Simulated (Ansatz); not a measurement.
**The cluster SnBr2−: structure and electronic state**

What does the cluster SnBr2− look like as a doublet, and where do its frontier electrons sit?

Method: UKS PBE0-D4/def2-TZVPD; program: Ansatz 0.2.0, Gaussian basis.

The runs, in order: relaxation at PBE-D4/def2-TZVPD; a search for the lowest solution at PBE0-D4/def2-SVP; a single point at PBE0-D4/def2-TZVPD.

1 further run of the same task is left out (set aside as unsound or not needed). Runs told in other sessions of the task aren't counted.

## Step 1: The starting structure

3 atoms, charge -1, spin multiplicity 2.

Atoms are counted from 1 here; the program's logs count them from 0.

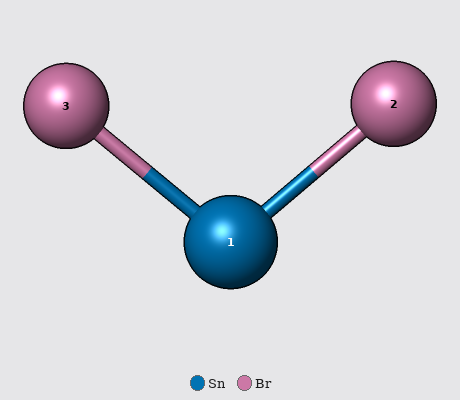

Start geometry, drawn with tin blue, bromine pink; atoms are numbered from 1 in the order of the file.

Sn takes a core potential in the def2 sets. No spin-orbit coupling is included. The ion is computed in the gas phase, without counter-ions or solvent.

The start is a GFN1-xTB geometry.

## Step 2: Relaxation at PBE-D4/def2-TZVPD

in.yaml

```yaml
crystal:
  periodic: [false, false, false]
  atoms:
    - {symbol: Sn, position_ang: [1.044590, 0.399080, -0.127920]}
    - {symbol: Br, position_ang: [-0.115830, -0.644570, 1.986090]}
    - {symbol: Br, position_ang: [-0.928770, 0.245500, -1.858170]}
basis:
  gaussian: {orbitals: def2-TZVPD}
total_charge: -1
magnetization: {spin_polarized: true, initial_magnetization: 1}
hamiltonian: {xc: pbe, dispersion: d4}
scf: {lower_state_search: "off"}
output: {orbitals: {seedname: orbitals}}
relax: {f_tol: 0.02, max_steps: 100}
```

Started as:

```console
ansatz run in.yaml --threads 4 --pin off --events-out ev --progress --plain --max-ram 3916MiB
```

What it wrote, shortened:

```text
Functional definition: PBE
  name "PBE"
  cite "Perdew, Burke & Ernzerhof, Phys. Rev. Lett. 77, 3865 (1996) doi:10.1103/PhysRevLett.77.3865"
  parent pbe
[...]
1244 factors; their error is unknown
[...]
mean field -145908.15527293 eV, -5362.0258061803 hartree, gradient 1.4e-6 eV, S^2 0.752650; 0 other end points of the search recorded, 0 dependent functions left out
[...]
reference -145908.15532083 eV, -5362.0258079406 hartree; 47, 46 occupied and 123, 124 virtual orbitals, 1244 factors
relax step   1: F+E_penalty+E_count = -145908.27710375 eV  Δ(F+E_penalty+E_count) = +0.000e0 eV  max|allowed force component| = 5.465e-1 eV/Å  Δτ_max = 0.0000 Å  (18 SCF iters, accepted)
[...]
relax step   2: F+E_penalty+E_count = -145908.30509018 eV  Δ(F+E_penalty+E_count) = -2.799e-2 eV  max|allowed force component| = 1.651e-2 eV/Å  Δτ_max = 0.0418 Å  (19 SCF iters, accepted)
Total energy: -145908.30513836 eV, -5362.0313136335 hartree
Atom 0 at     1.079869     0.412681    -0.132645 Å, force    -0.016507    -0.006167     0.001564 eV/Å
Atom 1 at    -0.126186    -0.659587     2.023689 Å, force     0.010550     0.000292     0.010990 eV/Å
Atom 2 at    -0.953693     0.246916    -1.891044 Å, force     0.005957     0.005876    -0.012554 eV/Å
Dipole moment:     0.355675     0.135886    -0.043569 e Å
Checks for a lower state left out: stability, starts, cluster_reference, orbital_swaps, neighbouring_geometries, increment
```

Wall time 4.3 s (4 threads of Arm Neoverse V2, shared host).

Relaxation path:

```csv
step,energy from step 1 (eV),largest force component (eV/Å)
1,0.0000,0.5465
2,-0.0280,0.0165
```

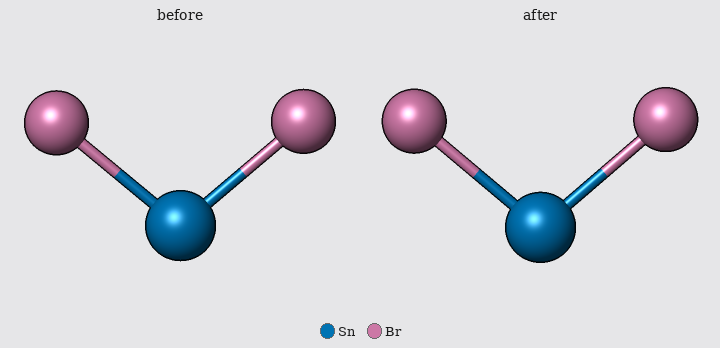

The geometry before (left) and after (right).

Close pairs (by a distance rule), those that changed most:

```csv
bond,before (Å),after (Å),change (Å)
Sn1–Br2,2.628,2.693,+0.066
Sn1–Br3,2.629,2.693,+0.065
```

Bonds by kind at the end (by distance):

```csv
bond,count,shortest (Å),longest (Å)
Br–Sn,2,2.693,2.693
```

## Step 3: Searching for the lowest solution, PBE0-D4/def2-SVP

start.molden holds the orbitals of an earlier run on this state, given as this run's starting guess.

in.yaml

```yaml
crystal:
  periodic: [false, false, false]
  atoms:
    - {symbol: Sn, position_ang: [1.079869, 0.412681, -0.132645]}
    - {symbol: Br, position_ang: [-0.126186, -0.659587, 2.023689]}
    - {symbol: Br, position_ang: [-0.953693, 0.246916, -1.891044]}
basis:
  gaussian: {orbitals: def2-SVP, initial_orbitals: start.molden}
total_charge: -1
magnetization: {spin_polarized: true, initial_magnetization: 1}
hamiltonian: {xc: pbe0, dispersion: d4}
output: {orbitals: {seedname: orbitals}}
```

Launched as before.

What it wrote:

```text
Functional definition: PBE0
  name "PBE0"
  cite "Adamo & Barone, J. Chem. Phys. 110, 6158 (1999) doi:10.1063/1.478522"
  cite "Perdew, Burke & Ernzerhof, Phys. Rev. Lett. 77, 3865 (1996) doi:10.1103/PhysRevLett.77.3865"
  parent pbe
  parameter a = 0.25
  parameter kappa = 0.804
  parameter beta = 0.06672455060314922
  exchange = (1 - a)*pbe_x(kappa = kappa, mu = beta*pi^2/3) + a*exact_x
  correlation = pbe_c(beta = beta)
948 factors; integrals over basis functions are off by at most 3.8e-4 eV
mean field evaluation 1: about -145895.4781 eV, gradient 2.3e1 eV
mean field evaluation 2: about -145895.7486 eV, gradient 4.8e-1 eV
mean field evaluation 4: about -145895.7637 eV, gradient 3.4e-3 eV
mean field evaluation 8: about -145895.4011 eV, gradient 1.1e1 eV
mean field evaluation 16: about -145895.7637 eV, gradient 2.1e-2 eV
mean field -145895.76366818 eV, -5361.5704231051 hartree, gradient 1.5e-5 eV, S^2 0.753508; 1 other end points of the search recorded, 0 dependent functions left out
reference -145895.76369241 eV, -5361.5704239958 hartree; 47, 46 occupied and 43, 44 virtual orbitals, 948 factors
Total energy: -145895.86768260 eV, -5361.5742455645 hartree
```

Run time: 2.8 s. Hardware: 4 threads of Arm Neoverse V2, shared host.

Report: HOMO 0.10 eV, LUMO 2.82 eV (over both spins); ⟨S²⟩ 0.754 (pure: 0.75). Doubts: highest occupied level lies above zero.

## Step 4: Single point, PBE0-D4/def2-TZVPD

Changes to in.yaml since step 3:

```diff
@@ -7,3 +7,3 @@
 basis:
-  gaussian: {orbitals: def2-SVP, initial_orbitals: start.molden}
+  gaussian: {orbitals: def2-TZVPD, initial_orbitals: start.molden}
 total_charge: -1
@@ -11,2 +11,3 @@
 hamiltonian: {xc: pbe0, dispersion: d4}
-output: {orbitals: {seedname: orbitals}}
+scf: {omitted_lower_state_checks: [starts]}
+output: {forces: true, orbitals: {seedname: orbitals}}
```

The command is unchanged.

What it wrote, shortened:

```text
Functional definition: PBE0
  name "PBE0"
  cite "Adamo & Barone, J. Chem. Phys. 110, 6158 (1999) doi:10.1063/1.478522"
  cite "Perdew, Burke & Ernzerhof, Phys. Rev. Lett. 77, 3865 (1996) doi:10.1103/PhysRevLett.77.3865"
  parent pbe
[...]
1229 factors; integrals over basis functions are off by at most 1.2e-3 eV
[...]
mean field -145913.21906172 eV, -5362.2118969862 hartree, gradient 3.2e-5 eV, S^2 0.754340; 0 other end points of the search recorded, 0 dependent functions left out
[...]
reference -145913.21909989 eV, -5362.2118983889 hartree; 47, 46 occupied and 123, 124 virtual orbitals, 1229 factors
Total energy: -145913.32309008 eV, -5362.2157199577 hartree
Atom 0 at     1.079869     0.412681    -0.132645 Å, force    -0.205759    -0.078497     0.024833 eV/Å
Atom 1 at    -0.126186    -0.659587     2.023689 Å, force     0.077643     0.066631    -0.130939 eV/Å
Atom 2 at    -0.953693     0.246916    -1.891044 Å, force     0.128116     0.011866     0.106106 eV/Å
Dipole moment:     0.392670     0.150022    -0.048108 e Å
Checks for a lower state left out: starts
```

Wall time 7 s (4 threads of Arm Neoverse V2, shared host); peak memory 0.62 GiB.

Report: HOMO -0.28 eV, LUMO 2.38 eV (over both spins); ⟨S²⟩ 0.754 (pure: 0.75).

Mulliken charges, from this run's orbitals:

```csv
atom,value (e)
Sn1,0.02
Br2,-0.51
Br3,-0.51
```

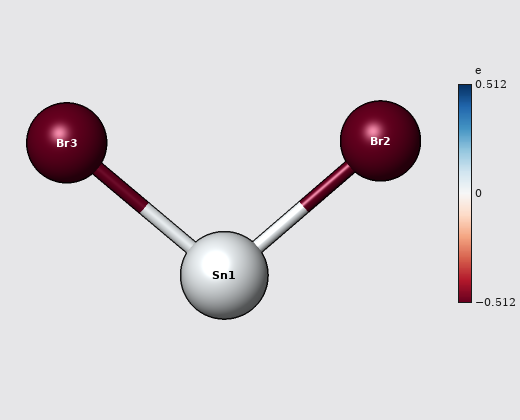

Mulliken charges, from this run's orbitals, as colours on the atoms.

Mulliken spin populations:

```csv
atom,value (e)
Sn1,1.02
Br2,-0.01
Br3,-0.01
```

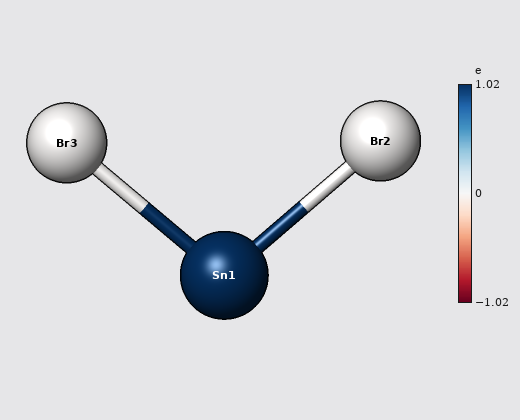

Mulliken spin populations, as colours on the atoms.

Largest Mayer bond orders: Sn1–Br2 0.73; Sn1–Br3 0.73.

## Step 5: Results

| quantity | value |
| --- | --- |
| point group | C2v |
| commonest bond | Br–Sn, 2 of mean length 2.693 Å |
| HOMO, LUMO at PBE0-D4/def2-TZVPD (over both spins) | -0.28, 2.38 eV |
| ⟨S²⟩ | 0.754 |

**Reading.** The molecule keeps its bonding pattern by the stored test; the atoms moved 0.04 Å (rms). No usable vibrations, so a minimum isn't proven. Whether this spin is the lowest isn't tested here.

The anion's highest level is positive in at least one run, so there the basis alone may hold the extra electron.
